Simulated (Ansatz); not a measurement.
# HCl + CH2Cl radical: a complex and its separated parts

Aim: how far the complex at one end of a reaction step lies below its separated, relaxed parts, level by level.

Computed with Ansatz 0.2.0, Gaussian basis. Level: PBE0-D4/def2-TZVP structures, single points in def2-TZVPP, no counterpoise correction.

Levels: SPW92, PBE-D4, BLYP-D4, r2SCAN-D4, B97M-V, PBE0-D4, B3LYP-D4, r2SCAN0-D4, BHLYP-D4, CAM-B3LYP-D4, wB97X-V, wB97M-V, B2PLYP, PBE-QIDH, RPA on PBE, Hartree-Fock, MP2, CCSD, CCSD(T).

Cores are frozen in the correlated methods. Orbitals are unrestricted. B3LYP uses VWN-RPA correlation. B2PLYP carries no dispersion term here.

76 further runs of the same task are left out: 76 set aside as unsound or not needed.

### Step 1. Where the work starts

The complex: 6 atoms, charge 0, spin multiplicity 2.

Atoms are counted from 1 here; the program's logs count them from 0.

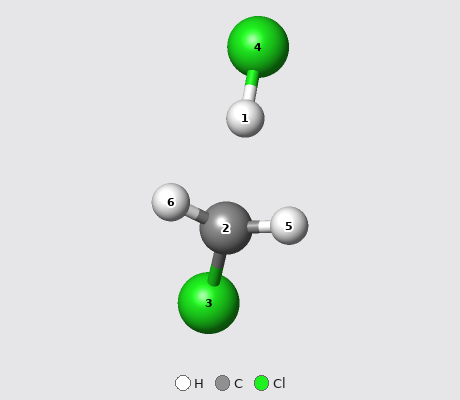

The starting geometry (hydrogen white, carbon grey, chlorine green); atoms are numbered from 1 in the order of the file.

As a file:

```xyz
6
CH3Cl2
H    -0.7419    0.5395    0.8635
C     0.5381   -0.4325   -0.4635
Cl    0.1773    0.3081   -1.9327
Cl   -1.4999    1.0860    1.7643
H     1.4293   -0.0986    0.0492
H     0.0970   -1.4024   -0.2808
```

Its parts: HCl holds atoms 1, 4; CH2Cl radical holds atoms 2, 3, 5, 6. Each part counts its atoms afresh in its own runs.

### Step 2. Relaxing HCl alone

Contents of relax-a/in.yaml:

```yaml
crystal:
  periodic: [false, false, false]
  atoms:
    - {symbol: H, position_ang: [-0.741856, 0.539463, 0.863520]}
    - {symbol: Cl, position_ang: [-1.499871, 1.086009, 1.764313]}
basis:
  gaussian: {orbitals: def2-TZVP}
hamiltonian: {xc: pbe0, dispersion: d4}
relax: {f_tol: 0.005, max_steps: 200}
```

Started as:

```console
$ ansatz run in.yaml --threads 2 --pin off --events-out ev --progress --plain --max-ram 4352MiB
```

The program printed, shortened:

```text
Functional definition: PBE0
  name "PBE0"
  cite "Adamo & Barone, J. Chem. Phys. 110, 6158 (1999) doi:10.1063/1.478522"
  cite "Perdew, Burke & Ernzerhof, Phys. Rev. Lett. 77, 3865 (1996) doi:10.1103/PhysRevLett.77.3865"
  parent pbe
[...]
312 factors; their error is unknown
[...]
mean field -12535.31073826 eV, -460.6641728923 hartree, gradient 4.2e-5 eV, S^2 0.000000; 0 other end points of the search recorded, 0 dependent functions left out
[...]
reference -12535.31075371 eV, -460.6641734599 hartree; 9, 9 occupied and 34, 34 virtual orbitals, 312 factors
[...]
relax step   4: F+E_penalty+E_count = -12535.32103618 eV  Δ(F+E_penalty+E_count) = -7.730e-7 eV  max|allowed force component| = 2.065e-3 eV/Å  Δτ_max = 0.0002 Å  (16 SCF iters, accepted)
312 factors; their error is unknown
mean field -12535.31645820 eV, -460.6643830960 hartree, gradient 2.1e-5 eV, S^2 0.000000; 1 other end points of the search recorded, 0 dependent functions left out
[...]
reference -12535.31647354 eV, -460.6643836600 hartree; 9, 9 occupied and 34, 34 virtual orbitals, 312 factors
Total energy: -12535.32105152 eV, -460.6645518977 hartree
Atom 0 at    -0.747407     0.543465     0.870116 Å, force    -0.001737     0.001253     0.002065 eV/Å
Atom 1 at    -1.494320     1.082007     1.757717 Å, force     0.001737    -0.001253    -0.002065 eV/Å
Dipole moment:     0.153378    -0.110589    -0.182268 e Å
```

Run time: 1.1 s. Hardware: 2 threads of Arm Neoverse V1, shared host.

The steps of the relaxation:

```
step  energy from step 1 (eV)  largest force component (eV/Å)
   1                   0.0000                          0.4075
   2                  -0.0048                          0.1667
   3                  -0.0057                          0.0053
   4                  -0.0057                          0.0021
```

The bond:

```csv
bond,before (Å),after (Å),change (Å)
H1–Cl2,1.298,1.279,-0.019
```

### Step 3. Relaxing CH2Cl radical alone

Contents of relax-b/in.yaml:

```yaml
crystal:
  periodic: [false, false, false]
  atoms:
    - {symbol: C, position_ang: [0.538119, -0.432540, -0.463518]}
    - {symbol: Cl, position_ang: [0.177330, 0.308087, -1.932723]}
    - {symbol: H, position_ang: [1.429270, -0.098621, 0.049241]}
    - {symbol: H, position_ang: [0.097007, -1.402397, -0.280834]}
basis:
  gaussian: {orbitals: def2-TZVP}
magnetization: {spin_polarized: true, initial_magnetization: 1}
hamiltonian: {xc: pbe0, dispersion: d4}
relax: {f_tol: 0.005, max_steps: 200}
```

Started as:

```console
$ ansatz run in.yaml --threads 2 --pin off --events-out ev --progress --plain --max-ram 4352MiB
```

The program printed, shortened:

```text
[... 5 set-up lines as earlier in the session ...]
[...]
536 factors; their error is unknown
[...]
mean field -13585.84001603 eV, -499.2704117761 hartree, gradient 2.4e-5 eV, S^2 0.755544; 0 other end points of the search recorded, 0 dependent functions left out
[...]
Total energy: -13585.88119084 eV, -499.2719249222 hartree
Atom 0 at     0.604932    -0.487473    -0.516208 Å, force    -0.000205     0.000320    -0.000437 eV/Å
Atom 1 at     0.160313     0.323531    -1.925043 Å, force     0.000057    -0.000092     0.000134 eV/Å
Atom 2 at     1.408479    -0.074858     0.072764 Å, force     0.000181    -0.000009     0.000178 eV/Å
Atom 3 at     0.068002    -1.386671    -0.259346 Å, force    -0.000033    -0.000219     0.000125 eV/Å
Dipole moment:     0.057695    -0.105287     0.183004 e Å
```

Run time: 7.5 s. Hardware: 2 threads of Arm Neoverse V1, shared host.

The steps of the relaxation:

```
step  energy from step 1 (eV)  largest force component (eV/Å)
   1                   0.0000                          0.1639
   2                  -0.0064                          0.1683
   3                  -0.0078                          0.0940
   4                  -0.0081                          0.0879
   5                  -0.0082                          0.0082
   6                  -0.0082                          0.0004
```

Close pairs (by a distance rule), those that changed most:

```csv
bond,before (Å),after (Å),change (Å)
C1–H4,1.081,1.078,-0.003
C1–H3,1.081,1.078,-0.003
C1–Cl2,1.684,1.685,+0.001
```

### Step 4. SPW92/def2-TZVPP

Contents of parta/in.yaml:

```yaml
crystal:
  periodic: [false, false, false]
  atoms:
    - {symbol: H, position_ang: [-0.747407, 0.543465, 0.870116]}
    - {symbol: Cl, position_ang: [-1.494320, 1.082007, 1.757717]}
basis:
  gaussian: {orbitals: def2-TZVPP}
hamiltonian: {xc: lda}
```

Contents of partb/in.yaml:

```yaml
crystal:
  periodic: [false, false, false]
  atoms:
    - {symbol: C, position_ang: [0.604932, -0.487473, -0.516208]}
    - {symbol: Cl, position_ang: [0.160313, 0.323531, -1.925043]}
    - {symbol: H, position_ang: [1.408479, -0.074858, 0.072764]}
    - {symbol: H, position_ang: [0.068002, -1.386671, -0.259346]}
basis:
  gaussian: {orbitals: def2-TZVPP}
magnetization: {spin_polarized: true, initial_magnetization: 1}
hamiltonian: {xc: lda}
```

One command serves all of them, each in its own folder.

Started as:

```console
$ ansatz run in.yaml --threads 2 --pin off --events-out ev --progress --plain --max-ram 4352MiB
```

Log of parta, shortened:

```text
Functional definition: SPW92
  name "SPW92"
  cite "Dirac, Proc. Camb. Phil. Soc. 26, 376 (1930) doi:10.1017/S0305004100016108"
  cite "Slater, Phys. Rev. 81, 385 (1951) doi:10.1103/PhysRev.81.385"
  cite "Perdew & Wang, Phys. Rev. B 45, 13244 (1992) doi:10.1103/PhysRevB.45.13244"
[...]
353 factors; their error is unknown
[...]
mean field -12498.56391660 eV, -459.3137521042 hartree, gradient 5.7e-5 eV, S^2 0.000000; 0 other end points of the search recorded, 0 dependent functions left out
reference -12498.56393601 eV, -459.3137528175 hartree; 9, 9 occupied and 47, 47 virtual orbitals, 353 factors
Total energy: -12498.56393601 eV, -459.3137528175 hartree
```

Log of partb, shortened:

```text
[... 5 set-up lines as earlier in the session ...]
[...]
592 factors; their error is unknown
[...]
mean field -13540.35708639 eV, -497.5989449410 hartree, gradient 1.4e-5 eV, S^2 0.752281; 0 other end points of the search recorded, 0 dependent functions left out
reference -13540.35711145 eV, -497.5989458622 hartree; 13, 12 occupied and 88, 89 virtual orbitals, 592 factors
Total energy: -13540.35711145 eV, -497.5989458622 hartree
```

Times: 0.15 s (parta), 0.65 s (partb) on 2 threads of Arm Neoverse V1, shared host.

### Step 5. PBE-D4/def2-TZVPP

The same edit goes into each in.yaml of step 4 (parta, partb):

```diff
-hamiltonian: {xc: lda}
+hamiltonian: {xc: pbe, dispersion: d4}
```

One command serves all of them, each in its own folder.

Started as:

```console
$ ansatz run in.yaml --threads 2 --pin off --events-out ev --progress --plain --max-ram 4352MiB
```

Output in parta, shortened:

```text
Functional definition: PBE
  name "PBE"
[... 2 set-up lines as earlier in the session ...]
[...]
353 factors; their error is unknown
[...]
mean field -12534.30966035 eV, -460.6273839576 hartree, gradient 8.1e-5 eV, S^2 0.000000; 0 other end points of the search recorded, 0 dependent functions left out
reference -12534.30968126 eV, -460.6273847260 hartree; 9, 9 occupied and 47, 47 virtual orbitals, 353 factors
Total energy: -12534.31534251 eV, -460.6275927732 hartree
```

partb printed, shortened:

```text
[... 4 set-up lines as earlier in the session ...]
[...]
592 factors; their error is unknown
[...]
mean field -13584.69699219 eV, -499.2284064246 hartree, gradient 2.1e-5 eV, S^2 0.753774; 0 other end points of the search recorded, 0 dependent functions left out
reference -13584.69701977 eV, -499.2284074381 hartree; 13, 12 occupied and 88, 89 virtual orbitals, 592 factors
Total energy: -13584.73727530 eV, -499.2298868017 hartree
```

Times: 0.2 s (parta), 1.1 s (partb) on 2 threads of Arm Neoverse V1, shared host.

### Step 6. BLYP-D4/def2-TZVPP

Each input of step 5 (parta, partb) changes in the same lines:

```diff
-hamiltonian: {xc: pbe, dispersion: d4}
+hamiltonian: {xc: {name: BLYP}, dispersion: d4}
```

Each run has its own folder and the same command.

Started as:

```console
$ ansatz run in.yaml --threads 2 --pin off --events-out ev --progress --plain --max-ram 4352MiB
```

Log of parta, shortened:

```text
Functional definition: BLYP
  name "BLYP"
  cite "Becke, Phys. Rev. A 38, 3098 (1988) doi:10.1103/PhysRevA.38.3098"
  cite "Lee, Yang & Parr, Phys. Rev. B 37, 785 (1988) doi:10.1103/PhysRevB.37.785"
[...]
353 factors; their error is unknown
[...]
mean field -12539.38864258 eV, -460.8140331121 hartree, gradient 4.5e-5 eV, S^2 0.000000; 0 other end points of the search recorded, 0 dependent functions left out
reference -12539.38884691 eV, -460.8140406208 hartree; 9, 9 occupied and 47, 47 virtual orbitals, 353 factors
Total energy: -12539.40233627 eV, -460.8145363458 hartree
```

partb printed, shortened:

```text
[... 4 set-up lines as earlier in the session ...]
[...]
592 factors; their error is unknown
[...]
mean field -13590.71824861 eV, -499.4496835166 hartree, gradient 3.0e-5 eV, S^2 0.753437; 0 other end points of the search recorded, 0 dependent functions left out
reference -13590.71850731 eV, -499.4496930239 hartree; 13, 12 occupied and 88, 89 virtual orbitals, 592 factors
Total energy: -13590.81251476 eV, -499.4531477337 hartree
```

Wall times: 0.2 s (parta), 1.1 s (partb) on 2 threads of Arm Neoverse V1, shared host.

### Step 7. r2SCAN-D4/def2-TZVPP

The same edit goes into each in.yaml of step 6 (parta, partb):

```diff
-hamiltonian: {xc: {name: BLYP}, dispersion: d4}
+hamiltonian: {xc: r2scan, dispersion: d4}
```

The same command starts each run, in its folder.

Started as:

```console
$ ansatz run in.yaml --threads 2 --pin off --events-out ev --progress --plain --max-ram 4352MiB
```

parta printed, shortened:

```text
Functional definition: r2SCAN
  name "r2SCAN"
  cite "Furness, Kaplan, Ning, Perdew & Sun, J. Phys. Chem. Lett. 11, 8208 (2020) doi:10.1021/acs.jpclett.0c02405"
  cite "Furness, Kaplan, Ning, Perdew & Sun, J. Phys. Chem. Lett. 11, 9248 (2020) doi:10.1021/acs.jpclett.0c03077"
  parent r2scan
[...]
353 factors; their error is unknown
[...]
mean field -12538.62224961 eV, -460.7858686896 hartree, gradient 3.1e-5 eV, S^2 0.000000; 0 other end points of the search recorded, 0 dependent functions left out
reference -12538.62225494 eV, -460.7858688855 hartree; 9, 9 occupied and 47, 47 virtual orbitals, 353 factors
Total energy: -12538.62352091 eV, -460.7859154091 hartree
```

Output in partb, shortened:

```text
[... 5 set-up lines as earlier in the session ...]
[...]
592 factors; their error is unknown
[...]
mean field -13589.87220143 eV, -499.4185918562 hartree, gradient 5.5e-5 eV, S^2 0.757445; 0 other end points of the search recorded, 0 dependent functions left out
reference -13589.87221008 eV, -499.4185921743 hartree; 13, 12 occupied and 88, 89 virtual orbitals, 592 factors
Total energy: -13589.88106128 eV, -499.4189174499 hartree
```

They took 0.65 s (parta), 2.4 s (partb) on 2 threads of Arm Neoverse V1, shared host.

### Step 8. B97M-V/def2-TZVPP

Each input of step 7 (parta, partb) changes in the same lines:

```diff
-hamiltonian: {xc: r2scan, dispersion: d4}
+hamiltonian: {xc: {name: B97M-V}}
```

Each run has its own folder and the same command.

Started as:

```console
$ ansatz run in.yaml --threads 2 --pin off --events-out ev --progress --plain --max-ram 4352MiB
```

Output in parta, shortened:

```text
Functional definition: B97M-V
  name "B97M-V"
  cite "Mardirossian & Head-Gordon, J. Chem. Phys. 142, 074111 (2015) doi:10.1063/1.4907719"
  cite "Becke, J. Chem. Phys. 107, 8554 (1997) doi:10.1063/1.475007"
  cite "Vydrov & Van Voorhis, J. Chem. Phys. 133, 244103 (2010) doi:10.1063/1.3521275"
  # Of w^i u^j: cxij and so on, Table III.
[...]
  gx(w, u) = cx00 + cx01*u + cx02*u^2 + (cx10 + cx11*u)*w
[...]
  gos(w, u) = cos00 + cos01*u + cos03*u^3 + cos10*w + cos32*w^3*u^2
[...]
      + integral(e_c_pw_mod_opposite_spin*gos(b97_w_opposite, b97_u_opposite)) + vv10(b, c)
353 factors; their error is unknown
[...]
mean field -12536.22646289 eV, -460.6978251518 hartree, gradient 1.2e-5 eV, S^2 0.000000; 0 other end points of the search recorded, 0 dependent functions left out
reference -12536.22649102 eV, -460.6978261855 hartree; 9, 9 occupied and 47, 47 virtual orbitals, 353 factors
Total energy: -12536.22649102 eV, -460.6978261855 hartree
```

partb printed, shortened:

```text
[... 5 set-up lines as earlier in the session ...]
  # Of w^i u^j: cxij and so on, Table III.
[...]
  gx(w, u) = cx00 + cx01*u + cx02*u^2 + (cx10 + cx11*u)*w
[...]
  gos(w, u) = cos00 + cos01*u + cos03*u^3 + cos10*w + cos32*w^3*u^2
[...]
      + integral(e_c_pw_mod_opposite_spin*gos(b97_w_opposite, b97_u_opposite)) + vv10(b, c)
592 factors; their error is unknown
[...]
mean field -13587.99967965 eV, -499.3497779501 hartree, gradient 4.9e-5 eV, S^2 0.755467; 0 other end points of the search recorded, 0 dependent functions left out
reference -13587.99971945 eV, -499.3497794128 hartree; 13, 12 occupied and 88, 89 virtual orbitals, 592 factors
Total energy: -13587.99971945 eV, -499.3497794128 hartree
```

Wall times: 0.7 s (parta), 4.4 s (partb) on 2 threads of Arm Neoverse V1, shared host.

### Step 9. PBE0-D4/def2-TZVPP

The same edit goes into each in.yaml of step 8 (parta, partb):

```diff
-hamiltonian: {xc: {name: B97M-V}}
+hamiltonian: {xc: pbe0, dispersion: d4}
+output: {orbitals: {seedname: orbitals}}
```

Each run has its own folder and the same command.

Started as:

```console
$ ansatz run in.yaml --threads 2 --pin off --events-out ev --progress --plain --max-ram 4352MiB
```

Output in parta, shortened:

```text
[... 5 set-up lines as earlier in the session ...]
[...]
384 factors; their error is unknown
[...]
mean field -12535.34597248 eV, -460.6654677261 hartree, gradient 3.7e-5 eV, S^2 0.000000; 0 other end points of the search recorded, 0 dependent functions left out
reference -12535.34598813 eV, -460.6654683010 hartree; 9, 9 occupied and 47, 47 virtual orbitals, 384 factors
Total energy: -12535.35056611 eV, -460.6656365388 hartree
```

Output in partb, shortened:

```text
[... 5 set-up lines as earlier in the session ...]
[...]
623 factors; their error is unknown
[...]
mean field -13585.86983165 eV, -499.2715074798 hartree, gradient 2.1e-5 eV, S^2 0.755831; 0 other end points of the search recorded, 0 dependent functions left out
reference -13585.86985215 eV, -499.2715082333 hartree; 13, 12 occupied and 88, 89 virtual orbitals, 623 factors
Total energy: -13585.90275847 eV, -499.2727175182 hartree
```

They took 0.25 s (parta), 1.1 s (partb) on 2 threads of Arm Neoverse V1, shared host.

### Step 10. B3LYP-D4/def2-TZVPP

The same edit goes into each in.yaml of step 9 (parta, partb):

```diff
-hamiltonian: {xc: pbe0, dispersion: d4}
-output: {orbitals: {seedname: orbitals}}
+hamiltonian: {xc: {name: B3LYP}, dispersion: d4}
```

The same command starts each run, in its folder.

Started as:

```console
$ ansatz run in.yaml --threads 2 --pin off --events-out ev --progress --plain --max-ram 4352MiB
```

Output in parta, shortened:

```text
Functional definition: B3LYP
  name "B3LYP"
  cite "Stephens, Devlin, Chabalowski & Frisch, J. Phys. Chem. 98, 11623 (1994) doi:10.1021/j100096a001"
[... 2 set-up lines as earlier in the session ...]
  cite "Vosko, Wilk & Nusair, Can. J. Phys. 58, 1200 (1980) doi:10.1139/p80-159"
[...]
372 factors; their error is unknown
[...]
mean field -12539.99363801 eV, -460.8362662838 hartree, gradient 4.5e-5 eV, S^2 0.000000; 0 other end points of the search recorded, 0 dependent functions left out
reference -12539.99379007 eV, -460.8362718719 hartree; 9, 9 occupied and 47, 47 virtual orbitals, 372 factors
Total energy: -12540.00297683 eV, -460.8366094793 hartree
```

partb printed, shortened:

```text
[... 6 set-up lines as earlier in the session ...]
[...]
611 factors; their error is unknown
[...]
mean field -13591.81870589 eV, -499.4901245760 hartree, gradient 1.5e-5 eV, S^2 0.754791; 0 other end points of the search recorded, 0 dependent functions left out
reference -13591.81889657 eV, -499.4901315830 hartree; 13, 12 occupied and 88, 89 virtual orbitals, 611 factors
Total energy: -13591.88472651 eV, -499.4925507889 hartree
```

Wall times: 0.25 s (parta), 1.2 s (partb) on 2 threads of Arm Neoverse V1, shared host.

### Step 11. r2SCAN0-D4/def2-TZVPP

Each input of step 10 (parta, partb) changes in the same lines:

```diff
-hamiltonian: {xc: {name: B3LYP}, dispersion: d4}
+hamiltonian: {xc: {name: r2SCAN0}, dispersion: d4}
```

Each run has its own folder and the same command.

Started as:

```console
$ ansatz run in.yaml --threads 2 --pin off --events-out ev --progress --plain --max-ram 4352MiB
```

Log of parta, shortened:

```text
Functional definition: r2SCAN0
  name "r2SCAN0"
  cite "Bursch, Neugebauer, Ehlert & Grimme, J. Chem. Phys. 156, 134105 (2022) doi:10.1063/5.0086040"
[... 3 set-up lines as earlier in the session ...]
[...]
384 factors; their error is unknown
[...]
mean field -12538.53745178 eV, -460.7827524270 hartree, gradient 4.6e-6 eV, S^2 0.000000; 0 other end points of the search recorded, 0 dependent functions left out
reference -12538.53745603 eV, -460.7827525833 hartree; 9, 9 occupied and 47, 47 virtual orbitals, 384 factors
Total energy: -12538.53890958 eV, -460.7828060002 hartree
```

Output in partb, shortened:

```text
[... 6 set-up lines as earlier in the session ...]
[...]
623 factors; their error is unknown
[...]
mean field -13589.69853197 eV, -499.4122096214 hartree, gradient 3.9e-5 eV, S^2 0.758791; 0 other end points of the search recorded, 0 dependent functions left out
reference -13589.69853883 eV, -499.4122098734 hartree; 13, 12 occupied and 88, 89 virtual orbitals, 623 factors
Total energy: -13589.70890025 eV, -499.4125906485 hartree
```

Wall times: 0.65 s (parta), 2.4 s (partb) on 2 threads of Arm Neoverse V1, shared host.

### Step 12. BHLYP-D4/def2-TZVPP

Each input of step 11 (parta, partb) changes in the same lines:

```diff
-hamiltonian: {xc: {name: r2SCAN0}, dispersion: d4}
+hamiltonian: {xc: {name: BHLYP}, dispersion: d4}
```

Each run has its own folder and the same command.

Started as:

```console
$ ansatz run in.yaml --threads 2 --pin off --events-out ev --progress --plain --max-ram 4352MiB
```

Output in parta, shortened:

```text
Functional definition: BHLYP
  name "BHLYP"
  cite "Becke, J. Chem. Phys. 98, 1372 (1993) doi:10.1063/1.464304"
[... 2 set-up lines as earlier in the session ...]
[...]
403 factors; their error is unknown
[...]
mean field -12539.47112362 eV, -460.8170642343 hartree, gradient 2.7e-5 eV, S^2 0.000000; 0 other end points of the search recorded, 0 dependent functions left out
reference -12539.47122712 eV, -460.8170680379 hartree; 9, 9 occupied and 47, 47 virtual orbitals, 403 factors
Total energy: -12539.47727363 eV, -460.8172902431 hartree
```

Output in partb, shortened:

```text
[... 5 set-up lines as earlier in the session ...]
[...]
683 factors; their error is unknown
[...]
mean field -13590.65286378 eV, -499.4472806685 hartree, gradient 4.0e-5 eV, S^2 0.757459; 0 other end points of the search recorded, 0 dependent functions left out
reference -13590.65299245 eV, -499.4472853969 hartree; 13, 12 occupied and 88, 89 virtual orbitals, 683 factors
Total energy: -13590.69971590 eV, -499.4490024523 hartree
```

Times: 0.25 s (parta), 1.1 s (partb) on 2 threads of Arm Neoverse V1, shared host.

### Step 13. CAM-B3LYP-D4/def2-TZVPP

The same edit goes into each in.yaml of step 12 (parta, partb):

```diff
-hamiltonian: {xc: {name: BHLYP}, dispersion: d4}
+hamiltonian: {xc: {name: CAM-B3LYP}, dispersion: d4}
```

Each run has its own folder and the same command.

Started as:

```console
$ ansatz run in.yaml --threads 2 --pin off --events-out ev --progress --plain --max-ram 4352MiB
```

parta printed, shortened:

```text
Functional definition: CAM-B3LYP
  name "CAM-B3LYP"
  cite "Yanai, Tew & Handy, Chem. Phys. Lett. 393, 51 (2004) doi:10.1016/j.cplett.2004.06.011"
  cite "Iikura, Tsuneda, Yanai & Hirao, J. Chem. Phys. 115, 3540 (2001) doi:10.1063/1.1383587"
[... 2 set-up lines as earlier in the session ...]
[...]
  # Exact exchange under (alpha + beta erf(omega r))/r, Becke's under what is left of 1/r.
[...]
372 factors; their error is unknown
66 factors; integrals over basis functions are off by at most 7.5e-5 eV
[...]
mean field -12539.88293446 eV, -460.8321980036 hartree, gradient 2.6e-5 eV, S^2 0.000000; 0 other end points of the search recorded, 0 dependent functions left out
reference -12539.88300874 eV, -460.8322007332 hartree; 9, 9 occupied and 47, 47 virtual orbitals, 372 factors
Total energy: -12539.88749045 eV, -460.8323654330 hartree
```

partb printed, shortened:

```text
[... 6 set-up lines as earlier in the session ...]
[...]
  # Exact exchange under (alpha + beta erf(omega r))/r, Becke's under what is left of 1/r.
[...]
611 factors; their error is unknown
125 factors; integrals over basis functions are off by at most 2.4e-5 eV
[...]
mean field -13591.05220289 eV, -499.4619561101 hartree, gradient 4.8e-5 eV, S^2 0.755309; 0 other end points of the search recorded, 0 dependent functions left out
reference -13591.05229588 eV, -499.4619595276 hartree; 13, 12 occupied and 88, 89 virtual orbitals, 611 factors
Total energy: -13591.08499436 eV, -499.4631611744 hartree
```

They took 0.3 s (parta), 1.2 s (partb) on 2 threads of Arm Neoverse V1, shared host.

[end of part 1 of 2]
